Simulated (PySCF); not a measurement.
**Two runs on C₆H₁₄N₂Si₂**

System: C₆H₁₄N₂Si₂.
Method of run 1: GIAO PBE0/pcSseg-1 NMR shielding, non-relativistic, IEF-PCM acetonitrile (PySCF 2.14.0).

The geometry comes from this level: PBE0-D3(BJ)/def2-SVP. Text and figures count atoms from 1; the logs count them from 0 in places.

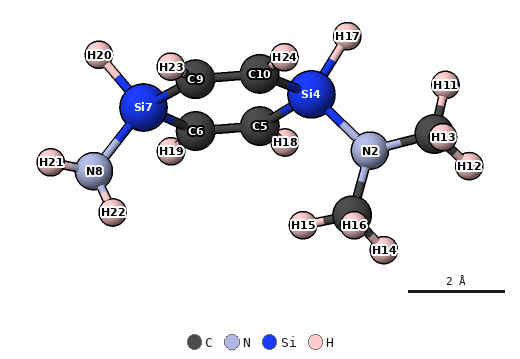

Figure 1. The structure (ball-and-stick view, seen at a tilt; atoms are numbered from 1 in the order of the input).

### Input, run 1
```
{"job": {"kind": "nmr", "xc": "PBE0", "basis": "pcSseg-1", "solvent": "acetonitrile", "pop": true}, "charge": 0, "multiplicity": 1}
C     -3.392976    -0.091079     0.352634
N     -2.060334     0.122348    -0.144032
C     -1.788339     1.475716    -0.552917
Si    -0.749629    -0.990138     0.120829
C      0.330605    -1.038403    -1.408842
C      1.661660    -0.829963    -1.433863
Si     2.734916    -0.444589     0.051277
N      3.669648     0.976426    -0.288939
C      1.642604    -0.320586     1.572640
C      0.312135    -0.535076     1.600769
H     -3.548144    -1.150680     0.603782
H     -4.150615     0.184392    -0.406365
H     -3.615818     0.505255     1.262021
H     -2.483387     1.801547    -1.350284
H     -0.766407     1.560480    -0.954914
H     -1.880342     2.203592     0.279384
H     -1.403584    -2.313773     0.365606
H     -0.184321    -1.240047    -2.361012
H      2.177300    -0.869150    -2.405679
H      3.751617    -1.521757     0.269137
H      4.567317     1.099639     0.164422
H      3.207277     1.868913    -0.420931
H      2.141525    -0.033611     2.512211
H     -0.213875    -0.413536     2.561245
```

The first line tells a small driver script what to run in PySCF; the rest is the geometry in Å.

Launched with:
```bash
OMP_NUM_THREADS=1 python <driver script> task.json out
```

Hardware: 1 CPU thread, shared host.

### Output (run 1)
```
coarse grid: 20568 points
cycle   1  E = -924.7185022049  dE =  9.618e-01  |g| = 5.864e-01  |ddm| = 4.497e+00
cycle   2  E = -924.6913408983  dE =  2.716e-02  |g| = 6.928e-01  |ddm| = 1.066e+00
cycle   3  E = -924.8004511991  dE = -1.091e-01  |g| = 7.346e-02  |ddm| = 6.114e-01
cycle   4  E = -924.8013188767  dE = -8.677e-04  |g| = 3.609e-02  |ddm| = 8.671e-02
cycle   5  E = -924.8016252915  dE = -3.064e-04  |g| = 5.565e-03  |ddm| = 3.531e-02
cycle   6  E = -924.8016311256  dE = -5.834e-06  |g| = 2.452e-03  |ddm| = 7.119e-03
final grid: 188296 points
cycle   7  E = -924.8555164466  dE = -3.545e-05  |g| = 1.026e-02  |ddm| = 3.151e-02
cycle   8  E = -924.8555051905  dE =  1.126e-05  |g| = 1.270e-02  |ddm| = 1.741e-02
cycle   9  E = -924.8555410315  dE = -3.584e-05  |g| = 1.049e-03  |ddm| = 9.324e-03
cycle  10  E = -924.8555412794  dE = -2.480e-07  |g| = 2.866e-04  |ddm| = 1.073e-03
cycle  11  E = -924.8555412980  dE = -1.858e-08  |g| = 9.006e-05  |ddm| = 2.921e-04
cycle  12  E = -924.8555412996  dE = -1.595e-09  |g| = 4.194e-05  |ddm| = 9.955e-05
cycle  13  E = -924.8555413001  dE = -4.381e-10  |g| = 4.413e-06  |ddm| = 3.879e-05
converged SCF energy = -924.8555413001

GIAO shielding tensors (ppm)
atom      isotropic    diamagn.    paramagn.     s11        s22        s33       span
  0 C      143.378     240.323     -96.945    121.175    124.104    184.855     63.680
  1 N      247.480     331.193     -83.713    221.367    249.657    271.416     50.048
  2 C      147.527     248.010    -100.483    123.230    135.976    183.376     60.146
  3 Si     393.194     884.815    -491.621    360.074    376.323    443.185     83.111
  4 C       23.680     263.469    -239.789    -94.207     -2.850    168.096    262.302
  5 C       21.465     260.878    -239.413    -98.594     -4.192    167.181    265.775
  6 Si     404.133     881.337    -477.204    372.991    402.707    436.702     63.711
  7 N      254.118     317.954     -63.835    224.393    264.090    273.872     49.479
  8 C       23.582     262.501    -238.919    -96.284     -0.566    167.596    263.880
  9 C       26.885     264.911    -238.026    -92.277      0.900    172.032    264.309
 10 H       28.242      28.151       0.091     23.832     26.687     34.207     10.374
 11 H       28.734      26.756       1.978     24.058     26.213     35.930     11.872
 12 H       28.656      27.750       0.906     23.779     26.546     35.644     11.864
 13 H       29.004      30.367      -1.362     24.789     26.210     36.014     11.225
 14 H       28.579      34.078      -5.499     23.360     29.055     33.321      9.962
 15 H       29.035      31.738      -2.702     24.816     26.623     35.667     10.852
 16 H       26.630      31.660      -5.030     23.237     25.736     30.917      7.680
 17 H       24.002      32.177      -8.175     21.351     23.839     26.817      5.466
 18 H       23.857      29.896      -6.039     21.475     23.715     26.382      4.907
 19 H       26.703      28.290      -1.587     23.504     25.142     31.464      7.959
 20 H       30.314      27.007       3.307     23.179     25.224     42.538     19.359
 21 H       30.841      32.843      -2.002     23.467     27.288     41.767     18.300
 22 H       24.081      30.934      -6.852     21.720     23.922     26.602      4.883
 23 H       24.125      32.979      -8.854     21.414     23.696     27.264      5.849
```

For run 2 the input was changed thus:
```diff
-"solvent": "acetonitrile"
-"pop": true
+"solvent": "water"
+"pop": false
```

What does this change do to the results?

The total energy of run 2 is 0.13 kcal/mol lower: the change of the electrostatic solvation energy at this fixed geometry, without cavity or dispersion terms. Of all shieldings, the largest change is that of N8, by +0.1 ppm. The number of SCF iterations is the same.

### Output (run 2)
```
coarse grid: 20568 points
cycle   1  E = -924.7187854329  dE =  9.616e-01  |g| = 5.862e-01  |ddm| = 4.497e+00
cycle   2  E = -924.6917772358  dE =  2.701e-02  |g| = 6.922e-01  |ddm| = 1.064e+00
cycle   3  E = -924.8006611797  dE = -1.089e-01  |g| = 7.339e-02  |ddm| = 6.101e-01
cycle   4  E = -924.8015270742  dE = -8.659e-04  |g| = 3.604e-02  |ddm| = 8.653e-02
cycle   5  E = -924.8018326936  dE = -3.056e-04  |g| = 5.532e-03  |ddm| = 3.519e-02
cycle   6  E = -924.8018384482  dE = -5.755e-06  |g| = 2.444e-03  |ddm| = 7.091e-03
final grid: 188296 points
cycle   7  E = -924.8557221579  dE = -3.549e-05  |g| = 1.026e-02  |ddm| = 3.151e-02
cycle   8  E = -924.8557110232  dE =  1.113e-05  |g| = 1.267e-02  |ddm| = 1.737e-02
cycle   9  E = -924.8557467092  dE = -3.569e-05  |g| = 1.039e-03  |ddm| = 9.290e-03
cycle  10  E = -924.8557469516  dE = -2.425e-07  |g| = 2.828e-04  |ddm| = 1.061e-03
cycle  11  E = -924.8557469697  dE = -1.808e-08  |g| = 8.685e-05  |ddm| = 2.881e-04
cycle  12  E = -924.8557469712  dE = -1.445e-09  |g| = 4.224e-05  |ddm| = 9.784e-05
cycle  13  E = -924.8557469716  dE = -4.486e-10  |g| = 4.408e-06  |ddm| = 3.851e-05
converged SCF energy = -924.8557469716

GIAO shielding tensors (ppm)
atom      isotropic    diamagn.    paramagn.     s11        s22        s33       span
  0 C      143.392     240.328     -96.936    121.192    124.111    184.873     63.681
  1 N      247.505     331.191     -83.686    221.365    249.700    271.451     50.086
  2 C      147.544     248.023    -100.479    123.246    135.986    183.400     60.154
  3 Si     393.221     884.816    -491.596    360.111    376.328    443.224     83.112
  4 C       23.661     263.479    -239.819    -94.223     -2.914    168.120    262.343
  5 C       21.447     260.894    -239.447    -98.614     -4.243    167.197    265.811
  6 Si     404.144     881.337    -477.193    372.980    402.702    436.750     63.770
  7 N      254.176     317.968     -63.793    224.462    264.161    273.904     49.441
  8 C       23.542     262.505    -238.963    -96.323     -0.688    167.637    263.960
  9 C       26.870     264.921    -238.051    -92.280      0.835    172.057    264.337
 10 H       28.240      28.147       0.093     23.829     26.685     34.206     10.377
 11 H       28.733      26.755       1.977     24.056     26.212     35.930     11.873
 12 H       28.653      27.747       0.907     23.776     26.542     35.642     11.865
 13 H       29.002      30.368      -1.365     24.787     26.208     36.013     11.227
 14 H       28.577      34.076      -5.499     23.357     29.053     33.321      9.964
 15 H       29.033      31.737      -2.704     24.813     26.619     35.667     10.853
 16 H       26.631      31.664      -5.033     23.239     25.738     30.917      7.679
 17 H       23.999      32.176      -8.177     21.348     23.835     26.813      5.465
 18 H       23.855      29.897      -6.042     21.472     23.713     26.379      4.907
 19 H       26.706      28.295      -1.589     23.507     25.145     31.465      7.958
 20 H       30.301      26.993       3.308     23.164     25.204     42.535     19.372
 21 H       30.827      32.837      -2.010     23.452     27.267     41.764     18.312
 22 H       24.075      30.928      -6.853     21.715     23.914     26.596      4.881
 23 H       24.120      32.977      -8.857     21.412     23.690     27.258      5.846
```

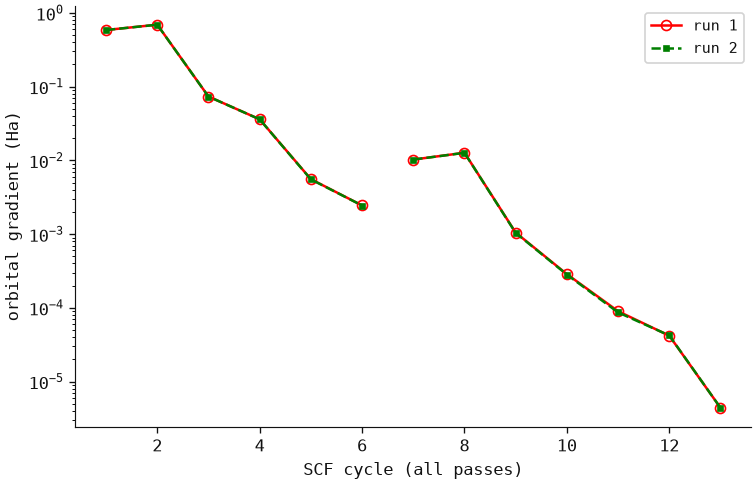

Figure 2. Convergence of the two runs: orbital gradient against the SCF cycle. A break in a curve parts two SCF passes (coarse and final grid). Run 1 takes 13 cycles in all, and run 2 takes 13.

### The two runs side by side

| quantity | run 1 | run 2 |
| --- | --- | --- |
| outcome | converged | converged |
| total energy (hartree) | −924.855541 | −924.855747 |
| HOMO (eV) | −6.09 | −6.09 |
| LUMO (eV) | −1.11 | −1.11 |
| dipole moment (D) | 2.43 | 2.45 |
| shielding of N2 (ppm) | 247.5 | 247.5 |
| shielding of C3 (ppm) | 147.5 | 147.5 |
| shielding of Si4 (ppm) | 393.2 | 393.2 |
| shielding of C5 (ppm) | 23.7 | 23.7 |
| shielding of C6 (ppm) | 21.5 | 21.4 |
| shielding of N8 (ppm) | 254.1 | 254.2 |
| shielding of C9 (ppm) | 23.6 | 23.5 |
| SCF iterations | 13 | 13 |
| basis functions | 254 | 254 |
| wall time (shared host) | 86 s | 72 s |
